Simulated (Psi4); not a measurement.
Field calculation, with input and output: AlHSCl

The run: field calculation of AlHSCl, multiplicity 2, SMILES [SH][Al][Cl]. Method and program: PW6B95/jun-cc-pVDZ, UKS, dispersion D3(BJ), in an applied electric field (Psi4 1.11).

The geometry comes from this level: PBE0-D4/def2-TZVP.

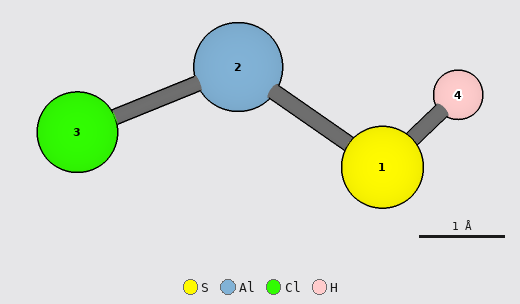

*The input geometry (ball-and-stick view, seen at a tilt; atoms are numbered from 1 in the order of the input). Sticks mark near contacts.*

Bond lengths as drawn: Al–Cl 2.11 Å, Al–S 2.19 Å and H–S 1.34 Å.

**Summary**

- outcome: converged
- total energy: −1102.420887 hartree
- dispersion energy: −0.002868 hartree
- basis functions: 71
- ⟨S²⟩: 0.752
- dipole moment: 2.84 D
- hardware: 1 thread of Intel Xeon (Granite Rapids), 128 GiB of memory available, shared host
- wall time: 6.9 s
- peak memory: 0.66 GiB

**Input (calc.dat)**
```
memory 1600 MB

molecule geom {
  0 2
  S      0.439800     0.984900    -0.744700
  Al    -0.394100    -0.525900     0.609100
  Cl     0.226200    -2.507400     0.251000
  H     -0.216400     1.988100    -0.135600
  symmetry c1
  no_reorient
  no_com
}

set basis jun-cc-pVDZ
set reference uks
set scf_type mem_df
set perturb_h true
set perturb_with dipole
set perturb_dipole [0.005, 0.0, 0.0]

e_tot, wfn = energy('pw6b95-d3bj2b', return_wfn=True)
```

Launch command:
```bash
psi4 -i calc.dat -o calc.out -n 1
```

**Output**
```
Psi4 1.11 release

   => Loading Basis Set <=

    Name: JUN-CC-PVDZ
    Role: ORBITAL
    Keyword: BASIS

   => PW6B95-D3(BJ): Empirical Dispersion <=

        s6 =       1.000000
        s8 =       0.725700
        a1 =       0.207600
        a2 =       6.375000

         ---------------------------------------------------------
                                   SCF
                              UKS Reference
                        1 Threads,   1525 MiB Core
         ---------------------------------------------------------

  ==> Geometry <==

    Molecular point group: c1
    Full point group: C1

    Geometry (in Angstrom), charge = 0, multiplicity = 2:

       Center              X                  Y                   Z               Mass
    ------------   -----------------  -----------------  -----------------  -----------------
         S            0.439800000000     0.984900000000    -0.744700000000    31.972071174400
         AL          -0.394100000000    -0.525900000000     0.609100000000    26.981538530000
         CL           0.226200000000    -2.507400000000     0.251000000000    34.968852682000
         H           -0.216400000000     1.988100000000    -0.135600000000     1.007825032230

  Running in c1 symmetry.

  Rotational constants: A =      0.56086  B =      0.06143  C =      0.05536 [cm^-1]
  Rotational constants: A =  16814.02804  B =   1841.56082  C =   1659.79504 [MHz]
  Nuclear repulsion =  156.207253374800558

  Charge       = 0
  Multiplicity = 2
  Electrons    = 47
  Nalpha       = 24
  Nbeta        = 23

  ==> Algorithm <==

  SCF Algorithm Type is MEM_DF.
  DIIS enabled.
  MOM disabled.
  Fractional occupation disabled.
  Guess Type is SAD.
  Energy threshold   = 1.00e-06
  Density threshold  = 1.00e-06
  Integral threshold = 1.00e-12

  ==> Primary Basis <==

  Basis Set: JUN-CC-PVDZ
    Blend: JUN-CC-PVDZ
    Number of shells: 33
    Number of basis functions: 71
    Number of Cartesian functions: 74
    Spherical Harmonics?: true
    Max angular momentum: 2

  ==> DFT Potential <==

   => LibXC <=

    Version 7.1.2

   => Composite Functional: PW6B95-D3BJ2B <=

    PW6B95 Hybrid Meta-GGA XC Functional

    Deriv               =              1
    GGA                 =           TRUE
    Meta                =           TRUE

    Exchange Hybrid     =           TRUE
    MP2 Hybrid          =          FALSE

   => Exchange Functionals <=

    0.7200   XC_GGA_X_MPW91

   => Exact (HF) Exchange <=

    0.2800               HF

   => Correlation Functionals <=

    1.0000   XC_MGGA_C_BC95

   => LibXC Density Thresholds  <==

    XC_MGGA_C_BC95:  1.00E-14
    XC_GGA_X_MPW91:  1.00E-15

   => Molecular Quadrature <=

    Radial Scheme          =       TREUTLER
    Pruning Scheme         =           NONE
    Nuclear Scheme         =       TREUTLER

    Blocking Scheme        =         OCTREE
    BS radius alpha        =              1
    Pruning alpha          =              1
    Radial Points          =             75
    Spherical Points       =            302
    Total Points           =          88891
    Total Blocks           =            762
    Max Points             =            256
    Max Functions          =             71
    Weights Tolerance      =       1.00E-15

   => Loading Basis Set <=

    Name: (JUN-CC-PVDZ AUX)
    Role: JKFIT
    Keyword: DF_BASIS_SCF

  ==> Integral Setup <==

  DFHelper Memory: AOs need 0.016 GiB; user supplied 0.720 GiB.
  SCF_SUBTYPE=INCORE selected. In-core MEM_DF algorithm will be used.
  Using in-core AOs.

  ==> MemDFJK: Density-Fitted J/K Matrices <==

    J tasked:                   Yes
    K tasked:                   Yes
    wK tasked:                   No
    Memory [MiB]:               737
    Algorithm:                 Core
    Schwarz Cutoff:           1E-12
    Mask sparsity (%):       0.2380
    Fitting Condition:        1E-10

   => Auxiliary Basis Set <=

  Basis Set: (JUN-CC-PVDZ AUX)
    Blend: JUN-CC-PVDZ-JKFIT
    Number of shells: 126
    Number of basis functions: 386
    Number of Cartesian functions: 445
    Spherical Harmonics?: true
    Max angular momentum: 3

  Cached 100.0% of DFT collocation blocks in 0.397 [GiB].

  Perturbing V by 0.005000 mu(x).
  Minimum eigenvalue in the overlap matrix is 4.2218663570E-03.
  Reciprocal condition number of the overlap matrix is 7.9542221828E-04.
    Using symmetric orthogonalization.

  ==> Pre-Iterations <==

  SCF Guess: Superposition of Atomic Densities via on-the-fly atomic UHF (no occupation information).

   -------------------------
    Irrep   Nso     Nmo
   -------------------------
     A         71      71
   -------------------------
    Total      71      71
   -------------------------

  ==> Iterations <==

                           Total Energy        Delta E     RMS |[F,P]|

   @DF-UKS iter SAD: -1102.09442801459727   -1.10209e+03   0.00000e+00
   @DF-UKS iter   1: -1102.31822258463353   -2.23795e-01   5.55524e-03 DIIS/ADIIS
   @DF-UKS iter   2: -1102.30248934883230    1.57332e-02   5.89294e-03 DIIS/ADIIS
   @DF-UKS iter   3: -1102.41830537759779   -1.15816e-01   7.97237e-04 DIIS/ADIIS
   @DF-UKS iter   4: -1102.42077465569059   -2.46928e-03   1.59587e-04 DIIS/ADIIS
   @DF-UKS iter   5: -1102.42087953449754   -1.04879e-04   3.85059e-05 DIIS
   @DF-UKS iter   6: -1102.42088595190330   -6.41741e-06   1.22906e-05 DIIS
   @DF-UKS iter   7: -1102.42088674794968   -7.96046e-07   3.45356e-06 DIIS
   @DF-UKS iter   8: -1102.42088681120117   -6.32515e-08   1.66948e-06 DIIS
   @DF-UKS iter   9: -1102.42088682418967   -1.29885e-08   2.64171e-07 DIIS
  Energy and wave function converged.

  ==> Post-Iterations <==

   Electrons on quadrature grid:
      Nalpha   =   23.9999904403 ; deviation = -9.560e-06
      Nbeta    =   22.9999904613 ; deviation = -9.539e-06
      Ntotal   =   46.9999809016 ; deviation = -1.910e-05

   @Spin Contamination Metric:   1.876269826E-03
   @S^2 Expected:                7.500000000E-01
   @S^2 Observed:                7.518762698E-01
   @S   Expected:                5.000000000E-01
   @S   Observed:                5.000000000E-01

    Orbital Energies [Eh]
    ---------------------

    Alpha Occupied:

       1A   -101.939220     2A    -89.267039     3A    -56.415696
       4A     -9.566664     5A     -8.057085     6A     -7.297500
       7A     -7.293042     8A     -7.292746     9A     -5.992459
      10A     -5.990622    11A     -5.985796    12A     -4.275486
      13A     -2.805817    14A     -2.804906    15A     -2.803007
      16A     -0.844784    17A     -0.761740    18A     -0.462535
      19A     -0.424655    20A     -0.370167    21A     -0.357576
      22A     -0.352547    23A     -0.300551    24A     -0.233108

    Alpha Virtual:

      25A     -0.060077    26A     -0.018959    27A     -0.002058
      28A      0.012642    29A      0.023688    30A      0.038525
      31A      0.049167    32A      0.058653    33A      0.068679
      34A      0.074735    35A      0.083341    36A      0.091593
      37A      0.103573    38A      0.121430    39A      0.152935
      40A      0.182918    41A      0.222929    42A      0.227926
      43A      0.243919    44A      0.272434    45A      0.276685
      46A      0.282848    47A      0.306488    48A      0.406932
      49A      0.453379    50A      0.528531    51A      0.557556
      52A      0.598071    53A      0.630409    54A      0.633126
      55A      0.663474    56A      0.704059    57A      0.725614
      58A      0.726397    59A      0.744147    60A      0.772911
      61A      0.776871    62A      0.778506    63A      0.859572
      64A      0.925292    65A      0.977254    66A      1.040881
      67A      1.084191    68A      1.252543    69A      1.432227
      70A      1.477624    71A      2.048865

    Beta Occupied:

       1A   -101.938487     2A    -89.266081     3A    -56.412770
       4A     -9.565950     5A     -8.056144     6A     -7.295560
       7A     -7.292699     8A     -7.291902     9A     -5.991828
      10A     -5.987327    11A     -5.985382    12A     -4.270888
      13A     -2.802922    14A     -2.800715    15A     -2.798264
      16A     -0.839949    17A     -0.755328    18A     -0.455448
      19A     -0.415762    20A     -0.357221    21A     -0.355652
      22A     -0.346133    23A     -0.298446

    Beta Virtual:

      24A     -0.121919    25A     -0.038976    26A     -0.013201
      27A      0.004711    28A      0.021463    29A      0.028305
      30A      0.045713    31A      0.056955    32A      0.069326
      33A      0.076281    34A      0.082966    35A      0.085933
      36A      0.095693    37A      0.105703    38A      0.123641
      39A      0.156112    40A      0.186409    41A      0.235218
      42A      0.242189    43A      0.258717    44A      0.288184
      45A      0.301879    46A      0.308047    47A      0.321498
      48A      0.420271    49A      0.468275    50A      0.532316
      51A      0.559412    52A      0.603138    53A      0.634065
      54A      0.642151    55A      0.668671    56A      0.708553
      57A      0.727313    58A      0.733866    59A      0.746057
      60A      0.777604    61A      0.781914    62A      0.784347
      63A      0.865481    64A      0.934689    65A      0.980416
      66A      1.044310    67A      1.089828    68A      1.256830
      69A      1.432289    70A      1.479127    71A      2.049664

    Final Occupation by Irrep:
              A
    DOCC [    23 ]
    SOCC [     1 ]
    NA   [    24 ]
    NB   [    23 ]

  @DF-UKS Final Energy: -1102.42088682418967

   => Energetics <=

    Nuclear Repulsion Energy =            156.2072533748005583
    One-Electron Energy =               -1834.8192722931710250
    Two-Electron Energy =                 630.2156311815936078
    DFT Exchange-Correlation Energy =     -54.0216308523763402
    Empirical Dispersion Energy =          -0.0028682350365167
    VV10 Nonlocal Energy =                  0.0000000000000000
    Total Energy =                      -1102.4208868241896653

  UHF NO Occupations:
  HONO-2 :   22  A 1.9997083
  HONO-1 :   23  A 1.9994550
  HONO-0 :   24  A 1.0000000
  LUNO+0 :   25  A 0.0005450
  LUNO+1 :   26  A 0.0002917
  LUNO+2 :   27  A 0.0000530
  LUNO+3 :   28  A 0.0000213

Computation Completed

Properties will be evaluated at   0.000000,   0.000000,   0.000000 [a0]

Properties computed using the SCF density matrix

 Multipole Moments:

 ------------------------------------------------------------------------------------
     Multipole            Electronic (a.u.)      Nuclear  (a.u.)        Total (a.u.)
 ------------------------------------------------------------------------------------

 L = 1.  Multiply by 2.5417464519 to convert [e a0] to [Debye]
 Dipole X            :        -11.2395429           10.4738071           -0.7657358
 Dipole Y            :         60.5681996          -59.9345538            0.6336458
 Dipole Z            :          0.2592130            0.2541682            0.5133812
 Magnitude           :                                                    1.1186682

 ------------------------------------------------------------------------------------

	total time  =          6 seconds =       0.10 minutes

    Psi4 run time: 0:00:05.89
```
